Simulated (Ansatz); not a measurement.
# Ge: a two-dimensional strain map, part 2 of 2

The task, for Ge: map the energy over biaxial and axial strain.

Ansatz 0.2.0; DFT r2SCAN, scalar-relativistic, plane waves, PAW.

## (16) p = -0.025, q = 0.050

File input.yaml:

```yaml
crystal:
  lattice:
    - [1.362220275, -2.5355031, 0.0]
    - [1.362220275, 2.5355031, 0.0]
    - [0.0, 0.0, 2.83314255]
  atoms:
    - { symbol: Ge, position: [0.5, 0.5, 0.0] }
basis:
  ecutwfc: 500
kpoints:
  mp_grid: { grid: [20, 20, 18] }
hamiltonian:
  xc: r2scan
scf:
  occupations: { method: gaussian, width: 0.15 }
output:
  forces: true
  stress: true
  eigenvalues: true
  write_density: true
  write_potential: true
  elf: true
  volumetric_format: npy
```

Launch:

```
$ ansatz run input.yaml --threads 1 --pin off --max-ram 2560MiB --backend cpu --events-out ev --progress --plain --runs-dir out
```

The program printed (excerpt; [...] marks lines left out):

```text
Warning: RAYON_NUM_THREADS=1 ignored (pool sized by the plan → 1); use --threads N
[...]
Pseudopotentials: kind: paw
Pseudopotential: Ge, paw, valence charge 14, recommended cutoff 500 eV (meta_gga), Ge.paw.azcp
Functional definition: r2SCAN
[...]
Crystal: 1 atoms, lattice volume = 19.571 Å³
Basis set: ecut = 500 eV, 511 PW (Γ), exchange–correlation on 96×96×96 points (64 copies of the dense FFT grid, shifted against one another)
Bands: 11, of which v1, the nominal top of the filled ones, is band 7 counted from 1 (6 counted from 0)
Symmetry: 8 space group operations
Space group: Cmmm (ITA 65), of the structure as read, at distance tolerance 2.7e-5 Å
k-points: 1110 of 7200
[...]
SCF iter   1: F=—  HF=-4302.462105 eV  |F-HF|=—  |Δ(HF+E_count)|=         —  Δρ=6.39e-3  dr2=2.81e-3  dr2_τ=5.44e-4  ethr=1.77e-3  ⟨swp⟩=5.1  Hψ=68441  notcnv=0
[...]
SCF iter   6: F=-4302.470917 eV  HF=-4302.470917 eV  |F-HF|=5.78e-10  |Δ(HF+E_count)|=   1.05e-7  Δρ=8.70e-6  dr2=8.16e-9  dr2_τ=1.03e-10  ethr=7.14e-10  ⟨swp⟩=8.5  Hψ=76857  notcnv=0
[...]
SCF converged after 6 iterations
Free energy (F): -4302.470917 eV
[...]
E sigma→0 (E₀):  -4302.468676 eV
Entropy (-TS):   -0.004482 eV (-4.482 meV/atom)
Fermi energy:    10.274940 eV
[...]
--- Forces (eV/Å), atoms counted from 1 ---
  atom   1  Ge    -0.00000000     0.00000000     0.00000000
[...]
--- Stress (GPa, compression-positive) ---
        2.601768       0.000000       0.000000
        0.000000       0.305641       0.000000
        0.000000       0.000000      -9.770567
  P = ⅓ Tr σ = -2.2877 GPa (-22.877 kbar)
--- Band table (eV; the first three rows and the last of 1110) ---
  k-point 0: bands = ["-15.1397", "-15.1085", "-15.0456", "-14.9387", "-14.9174", "-3.2853", "15.4036", "18.9573", "19.5314", "20.7087", "24.3105"]
[...]
```

Wall time 24 s (1 thread of Intel Xeon Platinum 8488C (Sapphire Rapids), shared host); peak memory 0.64 GiB.

The maps below are laid out on this run's own conventional cell (a, b, c = 2.724, 5.071, 2.833 Å).

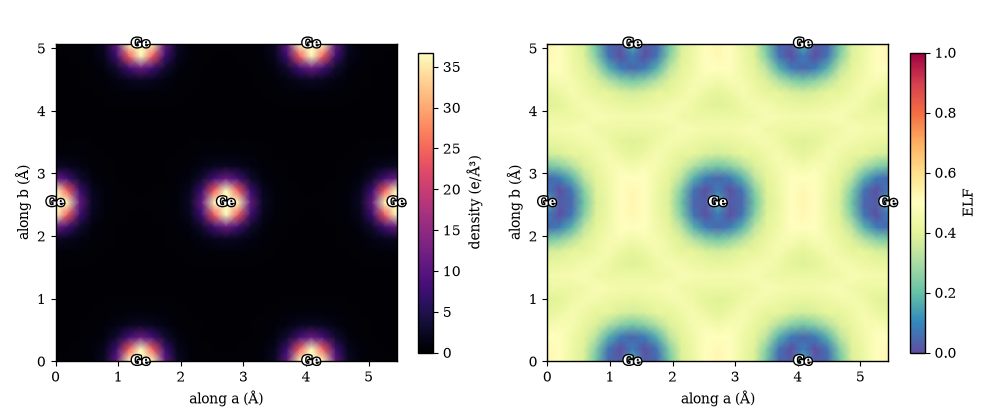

Density (left) and ELF (right) in a lattice plane of the grid's cell (edges 2.72 and 5.07 Å, at 0.000 of the third edge), which holds Ge. Only atoms in the plane are labelled; the density scale stops at 36.74 e/Å³. Both are smooth fields of the valence electrons: close to the nuclei they are not physical.

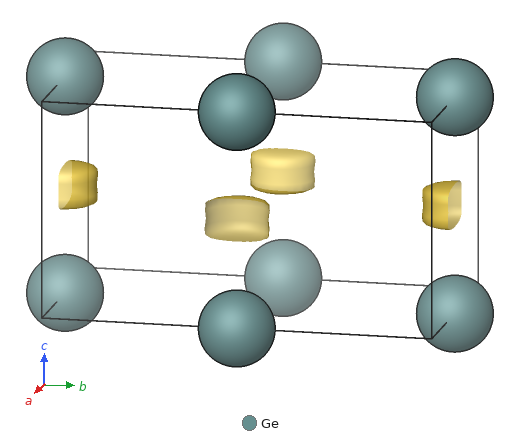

Surface of ELF = 0.58, drawn in one cell.

Maxima of ELF outside the ion cores: 0.64 on the Ge–Ge line, 1.4 Å from Ge.

## (17) p = 0.000, q = -0.025

File input.yaml:

```yaml
crystal:
  lattice:
    - [1.397149, -2.600516, 0.0]
    - [1.397149, 2.600516, 0.0]
    - [0.0, 0.0, 2.630775225]
  atoms:
    - { symbol: Ge, position: [0.5, 0.5, 0.0] }
basis:
  ecutwfc: 500
kpoints:
  mp_grid: { grid: [20, 20, 18] }
hamiltonian:
  xc: r2scan
scf:
  occupations: { method: gaussian, width: 0.15 }
output:
  forces: true
  stress: true
  eigenvalues: true
```

Launch:

```
$ ansatz run input.yaml --threads 1 --pin off --max-ram 2560MiB --backend cpu --events-out ev --progress --plain --runs-dir out
```

The program printed (excerpt; [...] marks lines left out):

```text
Warning: RAYON_NUM_THREADS=1 ignored (pool sized by the plan → 1); use --threads N
[...]
Pseudopotentials: kind: paw
Pseudopotential: Ge, paw, valence charge 14, recommended cutoff 500 eV (meta_gga), Ge.paw.azcp
Functional definition: r2SCAN
[...]
Crystal: 1 atoms, lattice volume = 19.117 Å³
Basis set: ecut = 500 eV, 473 PW (Γ), exchange–correlation on 96×96×80 points (64 copies of the dense FFT grid, shifted against one another)
Bands: 11, of which v1, the nominal top of the filled ones, is band 7 counted from 1 (6 counted from 0)
Symmetry: 8 space group operations
Space group: Cmmm (ITA 65), of the structure as read, at distance tolerance 2.7e-5 Å
k-points: 1110 of 7200
[...]
SCF iter   1: F=—  HF=-4302.499872 eV  |F-HF|=—  |Δ(HF+E_count)|=         —  Δρ=6.36e-3  dr2=2.54e-3  dr2_τ=6.74e-4  ethr=1.77e-3  ⟨swp⟩=5.1  Hψ=69751  notcnv=0
[...]
SCF iter   6: F=-4302.511460 eV  HF=-4302.511460 eV  |F-HF|=1.37e-10  |Δ(HF+E_count)|=   2.62e-9  Δρ=6.79e-7  dr2=6.36e-11  dr2_τ=7.69e-13  ethr=1.21e-11  ⟨swp⟩=1.5  Hψ=32951  notcnv=0
[...]
SCF converged after 6 iterations
Free energy (F): -4302.511460 eV
[...]
E sigma→0 (E₀):  -4302.509028 eV
Entropy (-TS):   -0.004862 eV (-4.862 meV/atom)
Fermi energy:    10.666203 eV
[...]
--- Forces (eV/Å), atoms counted from 1 ---
  atom   1  Ge     0.00000000     0.00000000     0.00000000
[...]
--- Stress (GPa, compression-positive) ---
       -2.216878       0.000000       0.000000
        0.000000      -3.397408       0.000000
        0.000000       0.000000       1.501320
  P = ⅓ Tr σ = -1.3710 GPa (-13.710 kbar)
--- Band table (eV; the first three rows and the last of 1110) ---
  k-point 0: bands = ["-14.8410", "-14.7488", "-14.6941", "-14.5715", "-14.5527", "-3.0802", "17.9406", "18.5019", "19.5277", "21.5537", "23.8177"]
[...]
```

Run time: 19 s. Hardware: 1 thread of Intel Xeon Platinum 8488C (Sapphire Rapids), shared host; peak memory 0.64 GiB.

## (18) p = 0.000, q = 0.025

Changes to input.yaml since step 17:

```diff
@@ -4,3 +4,3 @@
     - [1.397149, 2.600516, 0.0]
-    - [0.0, 0.0, 2.630775225]
+    - [0.0, 0.0, 2.765686775]
   atoms:
@@ -19 +19,5 @@
   eigenvalues: true
+  write_density: true
+  write_potential: true
+  elf: true
+  volumetric_format: npy
```

Launch:

```
$ ansatz run input.yaml --threads 1 --pin off --max-ram 2560MiB --backend cpu --events-out ev --progress --plain --runs-dir out
```

The program printed (excerpt; [...] marks lines left out):

```text
[...]
SCF converged after 6 iterations
Free energy (F): -4302.491203 eV
[...]
E sigma→0 (E₀):  -4302.488746 eV
Entropy (-TS):   -0.004915 eV (-4.915 meV/atom)
Fermi energy:    9.908906 eV
[...]
--- Forces (eV/Å), atoms counted from 1 ---
  atom   1  Ge    -0.00000000    -0.00000000     0.00000000
[...]
--- Stress (GPa, compression-positive) ---
       -2.296137      -0.000000       0.000000
       -0.000000      -3.578094      -0.000000
        0.000000      -0.000000      -7.471720
  P = ⅓ Tr σ = -4.4487 GPa (-44.487 kbar)
--- Band table (eV; the first three rows and the last of 1110) ---
  k-point 0: bands = ["-15.5036", "-15.4578", "-15.4043", "-15.3025", "-15.2839", "-3.4042", "16.1323", "17.6049", "19.2027", "19.9538", "23.2039"]
[...]
```

Wall time 27 s (1 thread of Intel Xeon Platinum 8488C (Sapphire Rapids), shared host); peak memory 0.64 GiB.

The maps below are laid out on this run's own conventional cell (a, b, c = 2.794, 5.201, 2.766 Å).

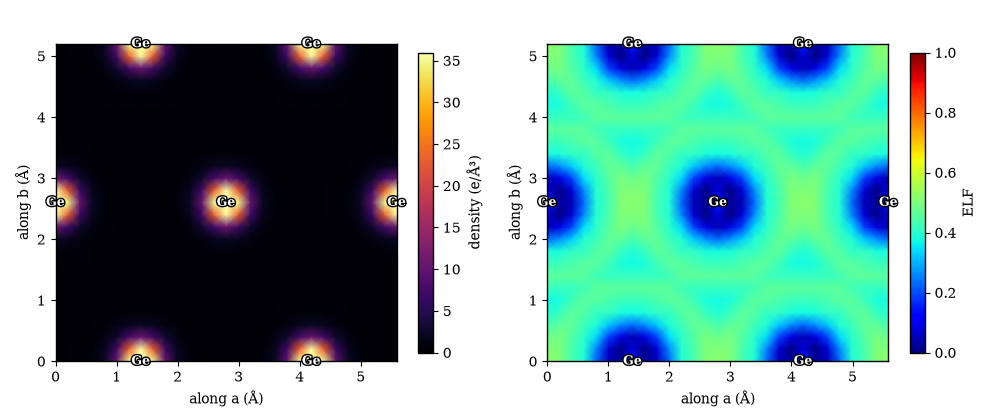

Density (left) and ELF (right) in a lattice plane of the grid's cell (edges 2.79 and 5.20 Å, at 0.000 of the third edge), which holds Ge. Only atoms in the plane are labelled; the density scale stops at 35.97 e/Å³. Both are smooth fields of the valence electrons: close to the nuclei they are not physical.

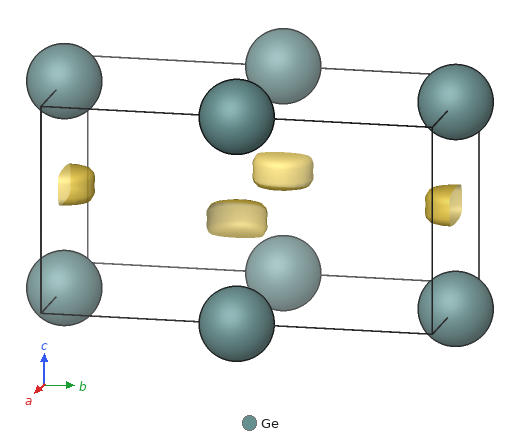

Surface of ELF = 0.60, drawn in one cell.

Outside the cores ELF peaks at 0.66 on the Ge–Ge line, 1.4 Å from Ge.

## (19) At p = 0.025, q = -0.050

File input.yaml:

```yaml
crystal:
  lattice:
    - [1.432077725, -2.6655289, 0.0]
    - [1.432077725, 2.6655289, 0.0]
    - [0.0, 0.0, 2.56331945]
  atoms:
    - { symbol: Ge, position: [0.5, 0.5, 0.0] }
basis:
  ecutwfc: 500
kpoints:
  mp_grid: { grid: [20, 20, 18] }
hamiltonian:
  xc: r2scan
scf:
  occupations: { method: gaussian, width: 0.15 }
output:
  forces: true
  stress: true
  eigenvalues: true
```

Launch:

```
$ ansatz run input.yaml --threads 1 --pin off --max-ram 2560MiB --backend cpu --events-out ev --progress --plain --runs-dir out
```

The program printed (excerpt; [...] marks lines left out):

```text
Warning: RAYON_NUM_THREADS=1 ignored (pool sized by the plan → 1); use --threads N
[...]
Pseudopotentials: kind: paw
Pseudopotential: Ge, paw, valence charge 14, recommended cutoff 500 eV (meta_gga), Ge.paw.azcp
Functional definition: r2SCAN
[...]
Crystal: 1 atoms, lattice volume = 19.570 Å³
Basis set: ecut = 500 eV, 489 PW (Γ), exchange–correlation on 96×96×80 points (64 copies of the dense FFT grid, shifted against one another)
Bands: 11, of which v1, the nominal top of the filled ones, is band 7 counted from 1 (6 counted from 0)
Symmetry: 8 space group operations
Space group: Cmmm (ITA 65), of the structure as read, at distance tolerance 2.7e-5 Å
k-points: 1110 of 7200
[...]
SCF iter   1: F=—  HF=-4302.461608 eV  |F-HF|=—  |Δ(HF+E_count)|=         —  Δρ=6.56e-3  dr2=2.62e-3  dr2_τ=6.46e-4  ethr=1.77e-3  ⟨swp⟩=5.1  Hψ=70132  notcnv=0
[...]
SCF iter   6: F=-4302.472313 eV  HF=-4302.472313 eV  |F-HF|=1.06e-10  |Δ(HF+E_count)|=   4.36e-9  Δρ=6.49e-7  dr2=7.23e-11  dr2_τ=6.93e-13  ethr=1.22e-11  ⟨swp⟩=1.5  Hψ=32997  notcnv=0
[...]
SCF converged after 6 iterations
Free energy (F): -4302.472313 eV
[...]
E sigma→0 (E₀):  -4302.469813 eV
Entropy (-TS):   -0.005000 eV (-5.000 meV/atom)
Fermi energy:    10.332074 eV
[...]
--- Forces (eV/Å), atoms counted from 1 ---
  atom   1  Ge     0.00000000     0.00000000     0.00000000
[...]
--- Stress (GPa, compression-positive) ---
       -5.809121       0.000000       0.000000
        0.000000      -6.870631       0.000000
        0.000000       0.000000       5.734598
  P = ⅓ Tr σ = -2.3151 GPa (-23.151 kbar)
--- Band table (eV; the first three rows and the last of 1110) ---
  k-point 0: bands = ["-15.2282", "-15.0948", "-15.0498", "-14.9258", "-14.9071", "-3.2514", "16.6466", "18.0968", "19.4773", "21.2148", "23.0484"]
[...]
```

Wall time 23 s (1 thread of Intel Xeon Platinum 8488C (Sapphire Rapids), shared host); peak memory 0.64 GiB.

## (20) Point p = 0.025, q = 0.000

Changes to input.yaml since step 19:

```diff
@@ -4,3 +4,3 @@
     - [1.432077725, 2.6655289, 0.0]
-    - [0.0, 0.0, 2.56331945]
+    - [0.0, 0.0, 2.698231]
   atoms:
```

Launch:

```
$ ansatz run input.yaml --threads 1 --pin off --max-ram 2560MiB --backend cpu --events-out ev --progress --plain --runs-dir out
```

The program printed (excerpt; [...] marks lines left out):

```text
[...]
SCF converged after 6 iterations
Free energy (F): -4302.477435 eV
[...]
E sigma→0 (E₀):  -4302.474893 eV
Entropy (-TS):   -0.005084 eV (-5.084 meV/atom)
Fermi energy:    9.561256 eV
[...]
--- Forces (eV/Å), atoms counted from 1 ---
  atom   1  Ge     0.00000000     0.00000000     0.00000000
[...]
--- Stress (GPa, compression-positive) ---
       -6.527603       0.000000       0.000000
        0.000000      -7.026602       0.000000
        0.000000       0.000000      -3.573642
  P = ⅓ Tr σ = -5.7093 GPa (-57.093 kbar)
--- Band table (eV; the first three rows and the last of 1110) ---
  k-point 0: bands = ["-15.8588", "-15.7910", "-15.7467", "-15.6446", "-15.6272", "-3.5430", "16.3461", "16.9337", "17.8074", "20.1525", "22.2959"]
[...]
```

Wall time 22 s (1 thread of Intel Xeon Platinum 8488C (Sapphire Rapids), shared host); peak memory 0.65 GiB.

## (21) Point p = 0.025, q = 0.050

Changes to input.yaml since step 20:

```diff
@@ -4,3 +4,3 @@
     - [1.432077725, 2.6655289, 0.0]
-    - [0.0, 0.0, 2.698231]
+    - [0.0, 0.0, 2.83314255]
   atoms:
```

Launch:

```
$ ansatz run input.yaml --threads 1 --pin off --max-ram 2560MiB --backend cpu --events-out ev --progress --plain --runs-dir out
```

The program printed (excerpt; [...] marks lines left out):

```text
[...]
SCF converged after 6 iterations
Free energy (F): -4302.431837 eV
[...]
E sigma→0 (E₀):  -4302.429282 eV
Entropy (-TS):   -0.005110 eV (-5.110 meV/atom)
Fermi energy:    8.876025 eV
[...]
--- Forces (eV/Å), atoms counted from 1 ---
  atom   1  Ge    -0.00000000     0.00000000     0.00000000
[...]
--- Stress (GPa, compression-positive) ---
       -6.279301       0.000000       0.000000
        0.000000      -6.876323       0.000000
        0.000000       0.000000     -10.114982
  P = ⅓ Tr σ = -7.7569 GPa (-77.569 kbar)
--- Band table (eV; the first three rows and the last of 1110) ---
  k-point 0: bands = ["-16.4754", "-16.4434", "-16.3998", "-16.3165", "-16.2987", "-3.8392", "14.7673", "16.0308", "17.5010", "18.6850", "21.6955"]
[...]
```

Wall time 23 s (1 thread of Intel Xeon Platinum 8488C (Sapphire Rapids), shared host); peak memory 0.68 GiB.

## (22) p = 0.050, q = -0.025

Changes to input.yaml since step 21:

```diff
@@ -2,5 +2,5 @@
   lattice:
-    - [1.432077725, -2.6655289, 0.0]
-    - [1.432077725, 2.6655289, 0.0]
-    - [0.0, 0.0, 2.83314255]
+    - [1.46700645, -2.7305418, 0.0]
+    - [1.46700645, 2.7305418, 0.0]
+    - [0.0, 0.0, 2.630775225]
   atoms:
```

Launch:

```
$ ansatz run input.yaml --threads 1 --pin off --max-ram 2560MiB --backend cpu --events-out ev --progress --plain --runs-dir out
```

The program printed (excerpt; [...] marks lines left out):

```text
Warning: RAYON_NUM_THREADS=1 ignored (pool sized by the plan → 1); use --threads N
[...]
Pseudopotentials: kind: paw
Pseudopotential: Ge, paw, valence charge 14, recommended cutoff 500 eV (meta_gga), Ge.paw.azcp
Functional definition: r2SCAN
[...]
Crystal: 1 atoms, lattice volume = 21.076 Å³
Basis set: ecut = 500 eV, 549 PW (Γ), exchange–correlation on 96×96×80 points (64 copies of the dense FFT grid, shifted against one another)
Bands: 11, of which v1, the nominal top of the filled ones, is band 7 counted from 1 (6 counted from 0)
Symmetry: 8 space group operations
Space group: Cmmm (ITA 65), of the structure as read, at distance tolerance 2.8e-5 Å
k-points: 1110 of 7200
[...]
SCF iter   1: F=—  HF=-4302.425460 eV  |F-HF|=—  |Δ(HF+E_count)|=         —  Δρ=6.48e-3  dr2=2.85e-3  dr2_τ=4.03e-4  ethr=1.77e-3  ⟨swp⟩=5.1  Hψ=70237  notcnv=0
[...]
SCF iter   6: F=-4302.432551 eV  HF=-4302.432551 eV  |F-HF|=5.91e-11  |Δ(HF+E_count)|=   9.55e-9  Δρ=6.74e-7  dr2=1.19e-10  dr2_τ=1.02e-12  ethr=1.88e-11  ⟨swp⟩=2.1  Hψ=34982  notcnv=0
[...]
SCF converged after 6 iterations
Free energy (F): -4302.432551 eV
[...]
E sigma→0 (E₀):  -4302.429785 eV
Entropy (-TS):   -0.005531 eV (-5.531 meV/atom)
Fermi energy:    9.258869 eV
[...]
--- Forces (eV/Å), atoms counted from 1 ---
  atom   1  Ge    -0.00000000     0.00000000     0.00000000
[...]
--- Stress (GPa, compression-positive) ---
       -9.017593      -0.000000       0.000000
       -0.000000      -9.560800      -0.000000
        0.000000      -0.000000      -0.039724
  P = ⅓ Tr σ = -6.2060 GPa (-62.060 kbar)
--- Band table (eV; the first three rows and the last of 1110) ---
  k-point 0: bands = ["-16.2066", "-16.1076", "-16.0712", "-15.9664", "-15.9487", "-3.7007", "15.1706", "16.5095", "17.8165", "19.8071", "21.6324"]
[...]
```

Wall time 22 s (1 thread of Intel Xeon Platinum 8488C (Sapphire Rapids), shared host); peak memory 0.65 GiB.

## (23) Point p = 0.050, q = 0.025

Changes to input.yaml since step 22:

```diff
@@ -4,3 +4,3 @@
     - [1.46700645, 2.7305418, 0.0]
-    - [0.0, 0.0, 2.630775225]
+    - [0.0, 0.0, 2.765686775]
   atoms:
```

Launch:

```
$ ansatz run input.yaml --threads 1 --pin off --max-ram 2560MiB --backend cpu --events-out ev --progress --plain --runs-dir out
```

The program printed (excerpt; [...] marks lines left out):

```text
[...]
SCF converged after 6 iterations
Free energy (F): -4302.406878 eV
[...]
E sigma→0 (E₀):  -4302.404211 eV
Entropy (-TS):   -0.005335 eV (-5.335 meV/atom)
Fermi energy:    8.554826 eV
[...]
--- Forces (eV/Å), atoms counted from 1 ---
  atom   1  Ge     0.00000000     0.00000000     0.00000000
[...]
--- Stress (GPa, compression-positive) ---
       -9.313697       0.000000       0.000000
        0.000000      -9.446444       0.000000
        0.000000       0.000000      -7.065903
  P = ⅓ Tr σ = -8.6087 GPa (-86.087 kbar)
--- Band table (eV; the first three rows and the last of 1110) ---
  k-point 0: bands = ["-16.8004", "-16.7527", "-16.7167", "-16.6311", "-16.6145", "-3.9668", "14.8873", "15.4936", "16.2349", "18.8763", "20.8752"]
[...]
```

Run time: 21 s. Hardware: 1 thread of Intel Xeon Platinum 8488C (Sapphire Rapids), shared host; peak memory 0.69 GiB.

## (24) All points together

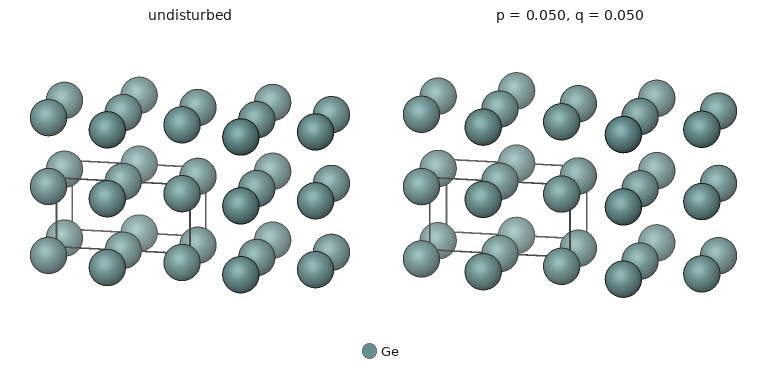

The undisturbed cell and the costliest point of the scan, at one scale, with neighbouring cells.

Energy above the undisturbed cell in meV/atom; points alike by symmetry are filled in, and a dash was not computed:

| p \ q | -0.050 | -0.025 | 0.000 | 0.025 | 0.050 |
| --- | --- | --- | --- | --- | --- |
| -0.050 | 48.0 | 31.1 | 30.8 | 43.1 | 65.4 |
| -0.025 | 10.9 | – | -2.3 | – | 37.4 |
| 0.000 | 9.8 | -3.1 | 0.0 | 17.1 | 44.0 |
| 0.025 | 36.0 | – | 30.9 | – | 76.5 |
| 0.050 | 82.8 | 75.8 | 82.7 | 101.5 | 129.8 |

Pressure in GPa:

```
 p \ q  -0.050  -0.025  0.000  0.025  0.050
-0.050    10.4     7.6    5.3    3.5    2.1
-0.025     4.9       –    0.5      –   -2.3
 0.000     0.8    -1.4   -3.1   -4.4   -5.5
 0.025    -2.3       –   -5.7      –   -7.8
 0.050    -4.5    -6.2   -7.6   -8.6   -9.4
```

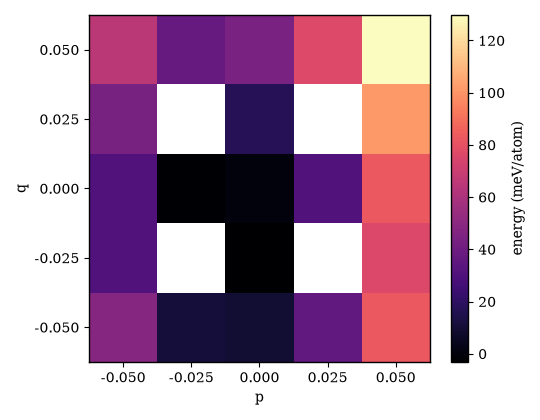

The energy map; blank cells were not computed.

## (25) Results

What follows sums up all 2 parts.

| quantity | value |
| --- | --- |
| highest point | 129.8 meV/atom at (p, q) = (0.050, 0.050) |
| lowest point away from the origin | -3.1 meV/atom at (0.000, -0.025) |

**Reading.** Of the points run, the lowest is (0.000, -0.025), 3.1 meV/atom below the undisturbed cell, which was taken as given and not relaxed at this level. At |p| = |q| = 0.050, points where p and q have the same sign cost 88.9 meV/atom on average, those of opposite sign 74.1: stretching in the plane is cheaper with a contraction along z.
